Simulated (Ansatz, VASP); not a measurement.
# Cross-check of ZnS (Sphalerite) between VASP and Ansatz, part 2 of 2

Aim: how closely do two programs agree when they are given the same cell, functional and k mesh? The cell is taken from a series of VASP runs on this material, whose earlier steps may have relaxed, scaled or displaced it; both programs get it as it stands. Valence electrons are named where the data sets of a main pair hold unlike numbers.

VASP 6.6.1 and Ansatz 0.2.0.

So far: The structure; VASP: band structure, r2SCAN; Ansatz: band structure, r2SCAN.

### Step 4. Differences

Known differences besides the potentials themselves: VASP keeps PBE cores, Ansatz makes them for the functional; the cutoff is 500 eV in Ansatz and 400 eV in VASP. Total energies have different zeros and are not compared.

Compared:

```
                     quantity  Ansatz   VASP  difference
               pressure (GPa)    0.38   0.00       +0.38
gap over the path points (eV)   2.725  2.734      -0.010
```

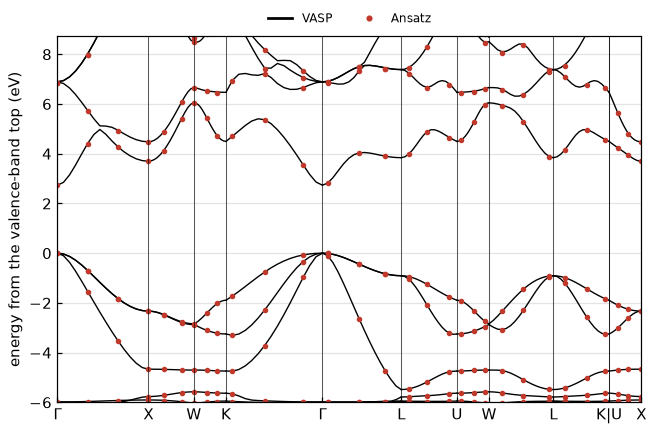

Bands from VASP (lines) and levels from Ansatz (dots). Dots without a line are higher empty bands that the VASP plot leaves out.

Levels at points of the path, from each program's valence-band top (eV; 4 filled, then empty):

```
k (reciprocal lattice)                                   Ansatz                                     VASP
     0.000 0.000 0.000      -6.00 0.00 0.00 0.00 2.73 6.86 6.86      -5.99 0.00 0.00 0.00 2.73 6.89 6.89
     0.167 0.000 0.167   -5.97 -1.54 -0.70 -0.70 4.40 5.72 7.98   -5.97 -1.54 -0.70 -0.70 4.42 5.74 8.02
     0.333 0.000 0.333  -5.93 -3.53 -1.83 -1.83 4.27 4.93 10.07  -5.93 -3.53 -1.83 -1.83 4.28 4.94 10.10
     0.500 0.000 0.500  -5.77 -4.67 -2.33 -2.33 3.69 4.47 11.83  -5.77 -4.67 -2.33 -2.33 3.70 4.48 11.86
     0.500 0.083 0.583  -5.72 -4.68 -2.48 -2.47 4.12 4.86 11.02  -5.72 -4.67 -2.48 -2.47 4.12 4.87 11.07
     0.500 0.183 0.683   -5.61 -4.70 -2.79 -2.76 5.41 6.07 9.29   -5.61 -4.70 -2.79 -2.76 5.42 6.08 9.32
     0.500 0.250 0.750   -5.58 -4.70 -2.88 -2.84 6.03 6.64 8.47   -5.58 -4.70 -2.87 -2.84 6.05 6.66 8.50
     0.450 0.300 0.750   -5.61 -4.71 -3.10 -2.41 5.43 6.51 8.83   -5.60 -4.71 -3.10 -2.41 5.44 6.53 8.87
     0.408 0.342 0.750   -5.63 -4.73 -3.22 -2.02 4.71 6.46 9.60   -5.63 -4.73 -3.22 -2.02 4.72 6.48 9.65
     0.350 0.350 0.700   -5.66 -4.75 -3.31 -1.72 4.70 6.93 9.59   -5.66 -4.74 -3.31 -1.72 4.70 6.95 9.64
```

Among the levels compared at these points, filled levels agree within 10 meV and empty ones within 52 meV.

### Step 5. Ansatz: single point, r2SCAN

A single point gives forces, pressure and levels at one fixed geometry, so differences don't come from the geometry; what else differs is listed under the comparison.

The cell is taken from a series of VASP runs on this material, whose earlier steps may have relaxed, scaled or displaced it; both programs get it as it stands.

Input file input.yaml:

```yaml
crystal:
  lattice:
    - [0.0, 2.6902736767, 2.6902736767]
    - [2.6902736767, 0.0, 2.6902736767]
    - [2.6902736767, 2.6902736767, 0.0]
  atoms:
    - { symbol: Zn, position: [0.0, 0.0, 0.0] }
    - { symbol: S, position: [0.25, 0.25, 0.25] }
hamiltonian:
  xc: r2scan
  pseudopotentials: { kind: paw }
kpoints:
  mp_grid: { grid: [11, 11, 11] }
scf:
  occupations: { method: gaussian, width: 0.05 }
  n_extra_bands: 4
output:
  forces: true
  stress: true
  eigenvalues: true
```

On the command line:

```
> ansatz run input.yaml --threads 2 --pin off --max-ram 4608MiB --backend cpu --events-out ev --progress --plain --runs-dir out
```

Numbers of over 12 decimals in the logs are rounded to 6 here.

The program printed:

```text
[...]
Crystal: 2 atoms, lattice volume = 38.942 Å³
Basis set: ecut = 500 eV, 965 PW (Γ), exchange–correlation on 120×120×120 points (64 copies of the dense FFT grid, shifted against one another)
Bands: 13, of which v1, the nominal top of the filled ones, is band 9 counted from 1 (8 counted from 0)
Symmetry: 24 space group operations
[...]
P = ⅓ Tr σ = 0.3778 GPa (3.778 kbar)
--- Band table (eV; the first three rows and the last of 56) ---
  k-point 0: bands = [... 5 lower, -0.3141, 5.6806, 5.6806, 5.6806, 8.4056, 12.5410, 12.5410, 12.5410]
  k-point 1: bands = [... 5 lower, -0.3152, 5.0266, 5.5960, 5.5960, 8.9089, 12.4602, 12.6912, 12.6912]
  k-point 2: bands = [... 5 lower, -0.3157, 3.7796, 5.3828, 5.3828, 9.5617, 12.6084, 13.0122, 13.0122]
  k-point 55: bands = [... 5 lower, 0.0820, 0.9741, 2.5940, 3.1764, 11.4844, 12.3312, 14.0647, 14.8029]
[key lines of the parts left out:]
SCF converged after 6 iterations
Free energy (F): -4233.450245 eV
Fermi energy:    7.043594 eV
```

Run time: 3.4 s. Hardware: 2 threads of Arm Neoverse V1, shared host; peak memory 0.45 GiB.

The run ends at a pressure of 0.38 GPa.

### Step 6. VASP: single point, r2SCAN

The same cell, functional, mesh and smearing now go to VASP, with its own data sets.

Input file INCAR:

```
SYSTEM = ZnS
PREC = Accurate
ENCUT = 400
EDIFF = 1E-06
NELM = 100
ISMEAR = 0
SIGMA = 0.05
LREAL = .FALSE.
ALGO = Normal
METAGGA = R2SCAN
LASPH = .TRUE.
NBANDS = 25
LORBIT = 11
LWAVE = .FALSE.
LCHARG = .FALSE.
KPAR = 2
LOPTICS = .TRUE.
NEDOS = 1500
CSHIFT = 0.1
```

Input file POSCAR:

```
ZnS
1.0
    0.0000000000      2.6902736767      2.6902736767
    2.6902736767      0.0000000000      2.6902736767
    2.6902736767      2.6902736767      0.0000000000
Zn S
1 1
Direct
    0.0000000000      0.0000000000      0.0000000000
    0.2500000000      0.2500000000      0.2500000000
```

Input file KPOINTS:

```
Automatic mesh
0
Gamma
11 11 11
0 0 0
```

PAW data sets: Zn and S (PBE family, release 64).

On the command line:

```
> mpirun -np 2 vasp_std
```

The program printed:

```text
[banner, memory and clock lines left out]
running    2 mpi-ranks, on    1 nodes
[...]
[... a notice as in an earlier step ...]

 LDA part: xc-table for (None), standard interpolation
 POSCAR, INCAR and KPOINTS ok, starting setup
[...]
entering main loop
       N       E                     dE             d eps       ncg     rms          rms(c)
DAV:   1     0.843888292433E+02    0.84389E+02   -0.67456E+03  2873   0.729E+02
DAV:   2    -0.136271955725E+02   -0.98016E+02   -0.88739E+02  3064   0.194E+02
DAV:   3    -0.218377537034E+02   -0.82106E+01   -0.80946E+01  3374   0.531E+01
DAV:   4    -0.219303349680E+02   -0.92581E-01   -0.92518E-01  3151   0.575E+00
[...]
DAV:  12    -0.188607602315E+02   -0.26461E-04   -0.49827E-05  3154   0.939E-02    0.279E-02
DAV:  13    -0.188607537533E+02    0.64781E-05   -0.91921E-06  3459   0.270E-02    0.281E-02
DAV:  14    -0.188607527959E+02    0.95743E-06   -0.70496E-07  1811   0.714E-03
   1 F= -.18860753E+02 E0= -.18860753E+02  d E =-.689953E-11
 optical routines
 imaginary and real dielectric function
 direction            1
 direction            2
 direction            3
```

Parts of OUTCAR (step 6):

```text
  Total       -0.0243424     -0.0243424     -0.0243424      0.0000000      0.0000000     -0.0000000
  in kB       -1.0015066     -1.0015066     -1.0015066      0.0000000      0.0000000     -0.0000000
  external PRESSURE =      -1.0015066 kB  Pullay stress =       0.0000000 kB

 POSITION                                       TOTAL-FORCE (eV/Angst)
 -----------------------------------------------------------------------------------
      0.00000      0.00000      0.00000         0.000000      0.000000     -0.000000
      1.34514      1.34514      1.34514        -0.000000     -0.000000      0.000000
 -----------------------------------------------------------------------------------
    total drift:                                0.000012      0.000012      0.000012

  FREE ENERGIE OF THE ION-ELECTRON SYSTEM (eV)
  ---------------------------------------------------
  free  energy   TOTEN  =       -18.8607527959 eV

  energy  without entropy=      -18.8607527959  energy(sigma->0) =      -18.86075280

[... 1 part as in an earlier step ...]

[... 2 further parts left out ...]
[key lines of the parts left out:]
E-fermi :   2.1553
```

The gap is read on the k-mesh alone, so it is an upper bound where the band edges lie off the mesh.

### Step 7. Differences

Compared:

```
              quantity  Ansatz   VASP  difference
        pressure (GPa)    0.38  -0.10       +0.48
gap on the k mesh (eV)   2.725  2.735      -0.010
```

A gap on the mesh is an upper bound, since the band edges may lie between its points.

### Step 8. Results

```yaml
largest_difference_of_a_filled_level_at_the_path_points_band_structure_r2scan: 9.8 meV
difference_in_gap_on_the_k_mesh_single_point_r2scan: -0.0096 eV
```

What this shows: The largest difference of a filled level at the path points is 9.8 meV (band structure, r2SCAN), within the 80 meV picked in this series as the mark of a large difference. Such differences can come from data sets, numerical settings and the points named under the comparisons, not from the functional's error against experiment.

[Lines on the potential files, build, host, timing and source positions are cut from VASP's logs without a mark.]

[Logs are printed without paths, hosts, clocks, repeated set-up lines and the standing remarks that a program may print on its own settings, such as how far it seeks lower states.]

[Hosts, paths, dates, database ids (printed as entryN), source tags and the programs' standing remarks are cut or masked in the printed files.]
